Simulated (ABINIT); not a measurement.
# Quasiparticle gap of GaN (P6_3mc) in ABINIT, part 2 of 3

Wanted: ground state, empty states, screening and self-energy for GaN (P6_3mc).

ABINIT 10.8.3; PBE and many-body steps on it, plane waves. Known limits of the many-body steps: not at the basis limit; no spin-orbit coupling.

So far. Step 2 (Ground state): The gap is direct, at Γ.

The database entry behind the starting cell has ideal inner coordinates that were not refined, so it need not match the best structure at ambient conditions.

## (3) Bands along the symmetry lines

Level of this step: DFT, PBE, plane waves, norm-conserving pseudopotentials (ABINIT).

Levels along a band path, at the cheap level, show where the edges lie and whether the meshes to come will hold them.

Contents of run.abi:

```
acell 3*1.0 Angstrom
rprim 
  3.190000000016 -0.000000000004 0.000000000000
  -1.595000000005 2.762621038088 0.000000000000
  0.000000000000 0.000000000000 5.189000000000
ntypat 2
znucl 31 7
natom 4
typat 1 1 2 2
xred 
  0.666666666667 0.333333333333 0.000000000000
  0.333333333333 0.666666666667 0.500000000000
  0.666666666667 0.333333333333 0.375000000000
  0.333333333333 0.666666666667 0.875000000000
pp_dirpath "pseudos"
pseudos "Ga.upf, N.upf"
ecut 45
iscf -2
irdden 1
kptopt 0
nkpt 75
kpt 
  0.00000000 0.00000000 0.00000000
  0.06250000 0.00000000 0.00000000
  0.12500000 0.00000000 0.00000000
  0.18750000 0.00000000 0.00000000
  0.25000000 0.00000000 0.00000000
  0.31250000 0.00000000 0.00000000
  0.37500000 0.00000000 0.00000000
  0.43750000 0.00000000 0.00000000
  0.50000000 0.00000000 0.00000000
  0.47916667 0.04166667 0.00000000
  0.45833333 0.08333333 0.00000000
  0.43750000 0.12500000 0.00000000
  0.41666666 0.16666666 0.00000000
  0.39583333 0.20833333 0.00000000
  0.37500000 0.25000000 0.00000000
  0.35416666 0.29166666 0.00000000
  0.33333333 0.33333333 0.00000000
  0.29166666 0.29166666 0.00000000
  0.25000000 0.25000000 0.00000000
  0.20833333 0.20833333 0.00000000
  0.16666666 0.16666666 0.00000000
  0.12500000 0.12500000 0.00000000
  0.08333333 0.08333333 0.00000000
  0.04166667 0.04166667 0.00000000
  0.00000000 0.00000000 0.00000000
  0.00000000 0.00000000 0.06250000
  0.00000000 0.00000000 0.12500000
  0.00000000 0.00000000 0.18750000
  0.00000000 0.00000000 0.25000000
  0.00000000 0.00000000 0.31250000
  0.00000000 0.00000000 0.37500000
  0.00000000 0.00000000 0.43750000
  0.00000000 0.00000000 0.50000000
  0.06250000 0.00000000 0.50000000
  0.12500000 0.00000000 0.50000000
  0.18750000 0.00000000 0.50000000
  0.25000000 0.00000000 0.50000000
  0.31250000 0.00000000 0.50000000
  0.37500000 0.00000000 0.50000000
  0.43750000 0.00000000 0.50000000
  0.50000000 0.00000000 0.50000000
  0.47916667 0.04166667 0.50000000
  0.45833333 0.08333333 0.50000000
  0.43750000 0.12500000 0.50000000
  0.41666666 0.16666666 0.50000000
  0.39583333 0.20833333 0.50000000
  0.37500000 0.25000000 0.50000000
  0.35416666 0.29166666 0.50000000
  0.33333333 0.33333333 0.50000000
  0.29166666 0.29166666 0.50000000
  0.25000000 0.25000000 0.50000000
  0.20833333 0.20833333 0.50000000
  0.16666666 0.16666666 0.50000000
  0.12500000 0.12500000 0.50000000
  0.08333333 0.08333333 0.50000000
  0.04166667 0.04166667 0.50000000
  0.00000000 0.00000000 0.50000000
  0.50000000 0.00000000 0.50000000
  0.50000000 0.00000000 0.43750000
  0.50000000 0.00000000 0.37500000
  0.50000000 0.00000000 0.31250000
  0.50000000 0.00000000 0.25000000
  0.50000000 0.00000000 0.18750000
  0.50000000 0.00000000 0.12500000
  0.50000000 0.00000000 0.06250000
  0.50000000 0.00000000 0.00000000
  0.33333333 0.33333333 0.50000000
  0.33333333 0.33333333 0.43750000
  0.33333333 0.33333333 0.37500000
  0.33333333 0.33333333 0.31250000
  0.33333333 0.33333333 0.25000000
  0.33333333 0.33333333 0.18750000
  0.33333333 0.33333333 0.12500000
  0.33333333 0.33333333 0.06250000
  0.33333333 0.33333333 0.00000000
istwfk *1
nband 37
nbdbuf 6
tolwfr 1e-07
nstep 50
prtwf 0
prtvol 0
indata_prefix "in"
outdata_prefix "out"
tmpdata_prefix "tmp"
```

The run is started by

```console
$ OMP_NUM_THREADS=1 mpirun -n 8 abinit run.abi > log
```

Numbers of over 12 decimals in the logs are rounded to 6 here.

The log of the run:

```text
.Version 10.8.3 of ABINIT. v10.8.2 released Aug 2026.

 Symmetries : space group P6_3 m c (#186); Bravais hP (primitive hexag.)
[... echo of the input left out ...]
== DATASET  1 ==================================================================
-   mpi_nproc: 8, omp_nthreads: 1 (-1 if OMP is not activated)

--- !DatasetInfo
iteration_state: {dtset: 1, }
dimensions: {natom: 4, nkpt: 75, mband: 37, nsppol: 1, nspinor: 1, nspden: 1, mpw: 4506, }
cutoff_energies: {ecut:  45.0, pawecutdg:  -1.0, }
electrons: {nelect:   5.20000000E+01, charge:   0.00000000E+00, occopt:   1.00000000E+00, tsmear:   1.00000000E-02, }

 Real(R)+Recip(G) space primitive vectors, cartesian coordinates (Bohr,Bohr^-1):
 R(1)=  6.0282263  0.0000000  0.0000000  G(1)=  0.1658863  0.0957745  0.0000000
 R(2)= -3.0141132  5.2205972  0.0000000  G(2)=  0.0000000  0.1915490  0.0000000
 R(3)=  0.0000000  0.0000000  9.8057889  G(3)=  0.0000000  0.0000000  0.1019806
 Unit cell volume ucvol=  3.0859741E+02 bohr^3
 Angles (23,13,12)=  9.00000000E+01  9.00000000E+01  1.20000000E+02 degrees

 getcut: wavevector=  0.0000  0.0000  0.0000  ngfft=  40  40  60
         ecut(hartree)=     45.000   => boxcut(ratio)=   2.02627

--- Pseudopotential description ------------------------------------------------
- Ga Generated using ONCVPSP code by D. R. Hamann
- 31.00000  21.00000  171031                  znucl, zion, pspdat
12 -101130 2 -1 1902                          pspcod,pspxc,lmax,lloc,mmax
     nproj     2     2     2
  pspatm : epsatm=   21.85474337
         --- l  ekb(1:nproj) -->
             0    4.962806   -1.220223
             1   -5.679278   -1.350476
             2  -10.596651   -3.839775
 pspatm: atomic psp has been read  and splines computed

- N Generated using ONCVPSP code by D. R. Hamann
-  7.00000   5.00000  171031                  znucl, zion, pspdat
12 -101130 1 -1 1058                          pspcod,pspxc,lmax,lloc,mmax
     nproj     2     2     0
  pspatm : epsatm=    5.20977870
         --- l  ekb(1:nproj) -->
[...]
pspatm: atomic psp has been read  and splines computed

--------------------------------------------------------------------------------

================================================================================
 prteigrs : about to open file out_EIG
 Non-SCF case, kpt    1 (  0.00000  0.00000  0.00000), residuals and eigenvalues=
  8.66E-08  3.63E-08  8.46E-08  3.15E-08  6.90E-08  1.35E-08  9.06E-09  3.73E-08
  7.69E-08  4.84E-08  2.64E-08  1.85E-08  4.03E-08  9.74E-08  3.53E-08  1.85E-08
  9.25E-08  6.82E-08  3.79E-08  5.25E-08  3.84E-08  2.80E-08  3.32E-08  4.07E-08
[...]
6.41E-08  1.47E-07  2.77E-06  4.96E-05  3.79E-04
 -4.9759E+00 -4.9759E+00 -3.1632E+00 -3.1631E+00 -3.1631E+00 -3.1630E+00
 -3.1630E+00 -3.1630E+00 -3.3265E-01 -3.0063E-01 -2.4456E-01 -2.4373E-01
 -2.4373E-01 -2.4156E-01 -2.4156E-01 -2.3496E-01 -2.3496E-01 -2.3177E-01
[...]
Non-SCF case, kpt   74 (  0.33333  0.33333  0.06250), residuals and eigenvalues=
[...]
9.3514E-01
 Non-SCF case, kpt   75 (  0.33333  0.33333  0.00000), residuals and eigenvalues=
[...]
1.4357E-01  1.5513E-01  4.4316E-01  5.3991E-01  5.3991E-01  5.6241E-01
  6.1634E-01  6.1634E-01  7.1516E-01  7.1516E-01  7.3065E-01  9.3089E-01
  9.3408E-01

--- !ResultsGS
iteration_state: {dtset: 1, }
comment   : Summary of ground state results
lattice_vectors:
- [  6.0282263,  -0.0000000,   0.0000000, ]
- [ -3.0141132,   5.2205972,   0.0000000, ]
- [  0.0000000,   0.0000000,   9.8057889, ]
lattice_lengths: [   6.02823,    6.02823,    9.80579, ]
lattice_angles: [ 90.000,  90.000, 120.000, ] # degrees, (23, 13, 12)
lattice_volume:   3.0859741E+02
convergence: {deltae:  0.000E+00, res2:  0.000E+00, residm:  9.984E-08, diffor:  0.000E+00, }
etotal    :  -5.17437206E+02
entropy   :   0.00000000E+00
fermie    :   2.53663909E-01
cartesian_stress_tensor: null
pressure_GPa: null
xred      :
- [  6.6667E-01,   3.3333E-01,   0.0000E+00, Ga]
- [  3.3333E-01,   6.6667E-01,   5.0000E-01, Ga]
- [  6.6667E-01,   3.3333E-01,   3.7500E-01,  N]
- [  3.3333E-01,   6.6667E-01,   8.7500E-01,  N]
cartesian_forces: null
force_length_stats: {min: null, max: null, mean: null, }

 Integrated electronic density in atomic spheres:
 ------------------------------------------------
 Atom  Sphere_radius  Integrated_density
[...]
================================================================================

 ----iterations are completed or convergence reached----

 Mean square residual over all n,k,spin=   46.083E-09; max=  99.836E-09
 reduced coordinates (array xred) for    4 atoms
[...]
0.666666666667      0.333333333333      0.375000000000
       0.333333333333      0.666666666667      0.875000000000

 cartesian coordinates (angstrom) at end:
    1      1.595000     0.920874     0.000000
    2      2e-12     1.841747     2.594500
    3      1.595000     0.920874     1.945875
    4      2e-12     1.841747     4.540375
 length scales=  1.889726125908  1.889726125908  1.889726125908 bohr
              =  1.000000000000  1.000000000000  1.000000000000 angstroms
 prteigrs : about to open file out_EIG
 Eigenvalues (hartree) for nkpt=  75  k points:
 kpt#   1, nband= 37, wtk=  1.00000, kpt=  0.0000  0.0000  0.0000 (reduced coord)
[...]
kpt#   2, nband= 37, wtk=  1.00000, kpt=  0.0625  0.0000  0.0000 (reduced coord)
[...]
kpt#   3, nband= 37, wtk=  1.00000, kpt=  0.1250  0.0000  0.0000 (reduced coord)
[...]
kpt#  74, nband= 37, wtk=  1.00000, kpt=  0.3333  0.3333  0.0625 (reduced coord)
[...]
0.71878    0.71878    0.73093    0.92981    0.93514
 kpt#  75, nband= 37, wtk=  1.00000, kpt=  0.3333  0.3333  0.0000 (reduced coord)
[...]
-0.23396   -0.23233   -0.16821   -0.16821    0.05816    0.05816    0.06051    0.14357
   0.14357    0.15513    0.44316    0.53991    0.53991    0.56241    0.61634    0.61634
   0.71516    0.71516    0.73065    0.93089    0.93408

== END DATASET(S) ==============================================================
================================================================================

 -outvars: echo values of variables after computation  --------
            nband          37
             nkpt          75
          spgroup         186
 [... the other variables as echoed above ...]

 Calculation completed.
```

It took 43 s on 8 MPI ranks of Arm Neoverse N1, shared host; peak memory 0.69 GiB; 5.7 min of CPU time.

This step gave:

```
gap                        : 1.919 eV
k of the valence top       : 0, 0, 0
k of the conduction bottom : 0, 0, 0
least direct gap           : 1.919 eV
```

The gap is 1.919 eV, as in the run before at this level.

The electronic bands at the labelled points (eV, zero at the top of the highest filled band):

```
    point  band 23  band 24  band 25  band 26  band 27  band 28  band 29  band 30
        Γ    -1.04    -0.06     0.00     0.00     1.92     4.27     9.18     9.92
        M    -4.22    -2.73    -2.23    -0.98     5.08     5.57     6.06     8.58
        K    -5.26    -3.00    -3.00    -2.68     5.16     7.79     7.79     8.40
        Γ    -1.04    -0.06     0.00     0.00     1.92     4.27     9.18     9.92
        A    -0.53    -0.53    -0.53    -0.53     4.25     4.25     8.50     8.50
        L    -1.93    -1.93    -1.91    -1.91     4.42     4.42     7.80     7.80
        H    -4.16    -4.16    -1.49    -1.49     6.44     6.44     7.31     7.31
        A    -0.53    -0.53    -0.53    -0.53     4.25     4.25     8.50     8.50
jump to L    -1.93    -1.93    -1.91    -1.91     4.42     4.42     7.80     7.80
        M    -4.22    -2.73    -2.23    -0.98     5.08     5.57     6.06     8.58
jump to H    -4.16    -4.16    -1.49    -1.49     6.44     6.44     7.31     7.31
        K    -5.26    -3.00    -3.00    -2.68     5.16     7.79     7.79     8.40
```

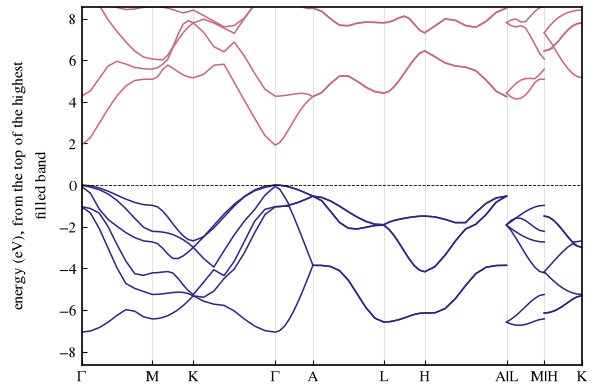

Electronic bands along the path; lines of filled and empty bands in two colours.

## (4) Empty states on the mesh, 6×6×4 mesh, 254 bands

The sums over transitions need many empty states on a uniform mesh; this step solves for them.

Contents of run.abi:

```
acell 3*1.0 Angstrom
rprim 
  3.190000000016 -0.000000000004 0.000000000000
  -1.595000000005 2.762621038088 0.000000000000
  0.000000000000 0.000000000000 5.189000000000
ntypat 2
znucl 31 7
natom 4
typat 1 1 2 2
xred 
  0.666666666667 0.333333333333 0.000000000000
  0.333333333333 0.666666666667 0.500000000000
  0.666666666667 0.333333333333 0.375000000000
  0.333333333333 0.666666666667 0.875000000000
pp_dirpath "pseudos"
pseudos "Ga.upf, N.upf"
ecut 45
ngkpt 6 6 4
nshiftk 1
shiftk 0 0 0
kptopt 1
chksymbreak 0
irdden 1
istwfk *1
nband 254
prtvol 0
optdriver 6
gwr_task "HDIAGO"
paral_kgb 0
occopt 1
indata_prefix "in"
outdata_prefix "out"
tmpdata_prefix "tmp"
```

The log of the run:

```text
[banner, memory and clock lines left out]
.Version 10.8.3 of ABINIT. v10.8.2 released Aug 2026.

 Symmetries : space group P6_3 m c (#186); Bravais hP (primitive hexag.)
[... echo of the input left out ...]
== DATASET  1 ==================================================================
-   mpi_nproc: 8, omp_nthreads: 1 (-1 if OMP is not activated)

--- !DatasetInfo
iteration_state: {dtset: 1, }
dimensions: {natom: 4, nkpt: 21, mband: 254, nsppol: 1, nspinor: 1, nspden: 1, mpw: 4506, }
cutoff_energies: {ecut:  45.0, pawecutdg:  -1.0, }
electrons: {nelect:   5.20000000E+01, charge:   0.00000000E+00, occopt:   1.00000000E+00, tsmear:   1.00000000E-02, }

.Using double precision arithmetic; gwpc =  8

- Reading GS density from: in_DEN

--- Pseudopotential description ------------------------------------------------
- Ga Generated using ONCVPSP code by D. R. Hamann
- 31.00000  21.00000  171031                  znucl, zion, pspdat
12 -101130 2 -1 1902                          pspcod,pspxc,lmax,lloc,mmax
     nproj     2     2     2
  pspatm : epsatm=   21.85474337
         --- l  ekb(1:nproj) -->
             0    4.962806   -1.220223
             1   -5.679278   -1.350476
             2  -10.596651   -3.839775
 pspatm: atomic psp has been read  and splines computed

- N Generated using ONCVPSP code by D. R. Hamann
-  7.00000   5.00000  171031                  znucl, zion, pspdat
12 -101130 1 -1 1058                          pspcod,pspxc,lmax,lloc,mmax
     nproj     2     2     0
  pspatm : epsatm=    5.20977870
         --- l  ekb(1:nproj) -->
             0    7.494509    0.636305
             1   -4.293905   -1.006988
 pspatm: atomic psp has been read  and splines computed

   2.81471030E+03                                ecore*ucvol(ha*bohr**3)

 Total charge density [el/Bohr^3]
)     Maximum=    6.5310E+00  at reduced coord.    0.7500    0.3750    0.9833
)     Minimum=    4.6339E-03  at reduced coord.    0.0000    0.0000    0.2000
   Integrated=    5.2000E+01

 === KS gaps after direct diagonalization ===
 Direct band gap semiconductor
 Fundamental gap:     1.919 (eV)
   VBM:     6.903 (eV) at k: [ 0.0000E+00,  0.0000E+00,  0.0000E+00]
   CBM:     8.822 (eV) at k: [ 0.0000E+00,  0.0000E+00,  0.0000E+00]
 Direct gap:         1.919 (eV) at k: [ 0.0000E+00,  0.0000E+00,  0.0000E+00]

== END DATASET(S) ==============================================================

 -outvars: echo values of variables after computation  --------
           etotal      0.0000000000E+00
            nband         254
             nkpt          21
          spgroup         186
 [... the other variables as echoed above ...]

 Calculation completed.
```

It took 4.8 min on 8 MPI ranks; peak memory 9 GiB.

This step gave:

```
gap                                                           : 1.919 eV
k of the valence top                                          : 0, 0, 0
k of the conduction bottom                                    : 0, 0, 0
least direct gap                                              : 1.919 eV
k points computed                                             : 21
lowest point of the top converged band, above the valence top : 150.9421 eV
```

On this mesh the gap is 1.919 eV.

## (5) Screening, 6×6×4 mesh, 246 bands, screening to 277.6 eV

The RPA dielectric matrix is built and inverted for each q.

This step: RPA screening on PBE, plane waves, norm-conserving pseudopotentials.

Edit run.abi of step 4 so:

```diff
@@ -22,10 +22,11 @@
 chksymbreak 0
-irdden 1
 istwfk *1
-nband 254
-prtvol 0
-optdriver 6
-gwr_task "HDIAGO"
-paral_kgb 0
 occopt 1
+irdwfk 1
+optdriver 3
+nband 246
+ecuteps 10.2
+inclvkb 2
+awtr 1
+symchi 1
 indata_prefix "in"
```

The log of the run:

```text
.Version 10.8.3 of ABINIT. v10.8.2 released Aug 2026.

 Symmetries : space group P6_3 m c (#186); Bravais hP (primitive hexag.)
[... echo of the input left out ...]
== DATASET  1 ==================================================================
-   mpi_nproc: 8, omp_nthreads: 1 (-1 if OMP is not activated)

--- !DatasetInfo
iteration_state: {dtset: 1, }
dimensions: {natom: 4, nkpt: 21, mband: 246, nsppol: 1, nspinor: 1, nspden: 1, mpw: 4506, }
cutoff_energies: {ecut:  45.0, pawecutdg:  -1.0, }
electrons: {nelect:   5.20000000E+01, charge:   0.00000000E+00, occopt:   1.00000000E+00, tsmear:   1.00000000E-02, }

 SCREENING: Calculation of the susceptibility and dielectric matrices

 Based on a program developped by R.W. Godby, V. Olevano, G. Onida, and L. Reining.
 Incorporated in ABINIT by V. Olevano, G.-M. Rignanese, and M. Torrent.
.Using double precision arithmetic ; gwpc =  8

[... cell and pseudopotentials left out ...]
--------------------------------------------------------------------------------

 ==== K-mesh for the wavefunctions ====
 Number of points in the irreducible wedge :    21
[... list of points left out ...]
 Together with 12 symmetry operations and time-reversal symmetry
 yields   144 points in the full Brillouin Zone.

 ==== Q-mesh for the screening function ====
 Number of points in the irreducible wedge :    21
[... list of points left out ...]
 Together with 12 symmetry operations and time-reversal symmetry
 yields   144 points in the full Brillouin Zone.

 setmesh: FFT mesh size selected  =    27x   27x   48
          total number of points  =        34992

 vcoul_init : cutoff-mode = AUXILIARY_FUNCTION
 q-points for optical limit:   1
     1)      0.000010    0.000020    0.000030

- screening: taking advantage of time-reversal symmetry
- Maximum band index for partially occupied states nbvw = 26
- Remaining bands to be divided among processors   nbcw = 220
- Number of bands treated by each node ~27

 Number of electrons calculated from density =   52.0000; Expected =   52.0000
 average of density, n =  0.168504
 r_s =    1.1231
 omega_plasma =   39.5969 [eV]

 calculating chi0 at frequencies [eV] :
  1    0.000000E+00    0.000000E+00
  2    0.000000E+00    3.959690E+01

--------------------------------------------------------------------------------
  q-point number  1        q = ( 0.000000, 0.000000, 0.000000) [r.l.u.]
--------------------------------------------------------------------------------
[... chi0 elements left out ...]
 For q-point:  0.000010 0.000020 0.000030
  dielectric constant =   5.8636
  dielectric constant without local fields =   6.3173

  Average fulfillment of the sum rule on Im[epsilon] for q-point    1 :     60.39  [%]
[... wings left out ...]
  q-point number  2        q = ( 0.166667, 0.000000, 0.000000) [r.l.u.]
--------------------------------------------------------------------------------
[... chi0 elements left out ...]
  Average fulfillment of the sum rule on Im[epsilon] for q-point    2 :     67.81  [%]

 [... 19 further q-points ...]
```

It took 38 min on 8 MPI ranks; peak memory 6.5 GiB; 5.1 h of CPU time.

Numbers from this step:

* ε∞ with local fields, on this mesh, along the program's q direction: 5.864
* the same without local fields: 6.317
* plasma frequency: 39.60 eV
* plane waves in the screening matrix: 465

Local fields lower ε∞ by 7 %.

(Continued in part 3 of 3.)

[Paths, hosts, dates, memory and timing lines, banners, echoed tables and standing remarks are left out of the program output.]

[Logs are printed without paths, hosts, clocks, repeated set-up lines and the standing remarks that a program may print on its own settings, such as how far it seeks lower states.]

[Runs of the session that timed out or met a known fault of the program may be left out.]

[Hosts, paths, dates, database ids (printed as entryN), source tags and the programs' standing remarks are cut or masked in the printed files.]

[G0W0 gaps are taken among the corrected bands and points alone; a level outside them can change the order at an edge.]

[Where Ansatz stands beside ABINIT at settings called matched, ABINIT's density can come from a denser mesh and the files from another edition; pairs whose starting gaps differed by over 0.03 eV were left out, so agreement reads better than it is.]
